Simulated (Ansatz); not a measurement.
# Si3Sn: the cost of one run

Method: DFT PBE, scalar-relativistic, plane waves, PAW, in Ansatz 0.2.0.

1 further run of the same task is left out (it didn't finish).

## Step 1: Starting point

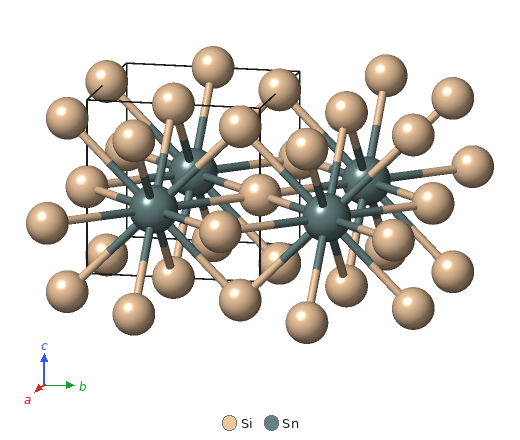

Start, viewed slightly off an axis; silicon light orange, tin teal. 2×2×1 cells are drawn. Atoms on the faces are drawn again on the opposite ones.

Structure file:

```xyz
4
Lattice="4.2267 0.0000 0.0000 0.0000 4.2267 0.0000 0.0000 0.0000 4.2267" Properties=species:S:1:pos:R:3 pbc="T T T"
Si    2.1133    0.0000    0.0000
Si    0.0000    2.1133    0.0000
Si    0.0000    0.0000    2.1133
Sn    2.1133    2.1133    2.1133
```

The cell is invented: species swapped into a database cell of TaRu3 (Pm-3m, No. 221), with Sn on the Ta sites and Si on the Ru sites. Its size is a rough estimate.

## Step 2: The guess as it stands, on a coarse mesh

The input, input.yaml:

```yaml
crystal:
  lattice:
    - [4.22668985, 0.0, 0.0]
    - [0.0, 4.22668985, 0.0]
    - [0.0, 0.0, 4.22668985]
  atoms:
    - { symbol: Si, position: [0.5, 0.0, 0.0] }
    - { symbol: Si, position: [0.0, 0.5, 0.0] }
    - { symbol: Si, position: [0.0, 0.0, 0.5] }
    - { symbol: Sn, position: [0.5, 0.5, 0.5] }
basis:
  ecutwfc: 420
kpoints:
  mp_grid: { grid: [4, 4, 4] }
hamiltonian:
  xc: pbe
scf:
  occupations: { method: gaussian, width: 0.1 }
  lower_state_search: "off"
output:
  forces: true
  stress: true
  eigenvalues: true
```

On the command line:

```sh
$ ansatz run input.yaml --threads 1 --pin off --max-ram 2560MiB --backend cpu --events-out ev --progress --plain --runs-dir out
```

What time and memory should one allow on 1 thread of Intel Xeon at 2.50GHz (Skylake/Cascade Lake), shared host?

About 3.3 s, with a peak of 0.33 GiB.
